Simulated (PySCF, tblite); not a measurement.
Coordinates of C₃H₁₄NOPSi₂, SMILES CC[P@@](C)(=O)N([SiH3])[SiH3] (Å):

```xyz
22

C     -2.0488    -1.2594     0.4894
C     -1.6265    -0.3447    -0.6482
P     -0.4061     0.8666     0.0087
C      0.0156     1.9682    -1.3967
O     -0.9162     1.6149     1.1605
N      0.9921     0.0008     0.3559
Si     1.5538     0.2551     1.9979
Si     1.6373    -1.1462    -0.7804
H     -2.4211    -0.6565     1.3161
H     -2.8309    -1.9494     0.1754
H     -1.1957    -1.8343     0.8478
H     -2.4802     0.2382    -1.0057
H     -1.2108    -0.9092    -1.4833
H      0.3353     1.4324    -2.2839
H     -0.8662     2.5667    -1.6198
H      0.8114     2.6308    -1.0598
H      1.8382     1.6742     2.1809
H      2.7822    -0.5387     2.0562
H      0.5690    -0.2578     2.9464
H      3.0684    -1.2054    -0.5116
H      0.9966    -2.4552    -0.6024
H      1.3924    -0.6716    -2.1443
```

GIAO shifts, PBE0/pcSseg-1 in PySCF, at a GFN2-xTB geometry (a minimum by its frequencies), against H₂O for ¹⁷O computed at the same level (¹⁷O: a single water molecule, while the usual scale starts at liquid water and gives values some tens of ppm lower). Gas phase, fully decoupled, line heights follow the number of nuclei, widths are arbitrary (no quadrupolar broadening); values of one conformer, averaged over nuclei that symmetry, rotation about single bonds or inversion at nitrogen exchange, these motions taken as fast; other conformers aren't averaged in.

Predict the ¹⁷O spectrum.

1 signal.


```csv
δ (ppm),nuclei,atoms
128.8,1,O5
```

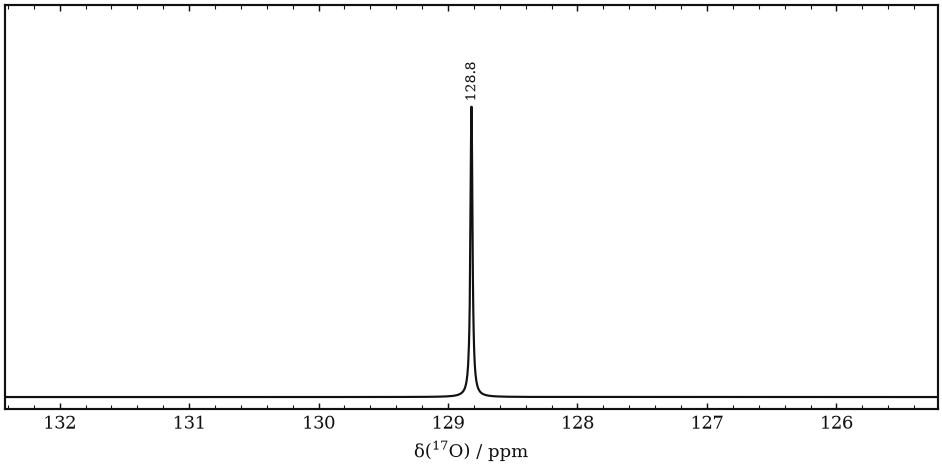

Caveats: the tight-binding geometry is rougher than a DFT one and adds to the error.
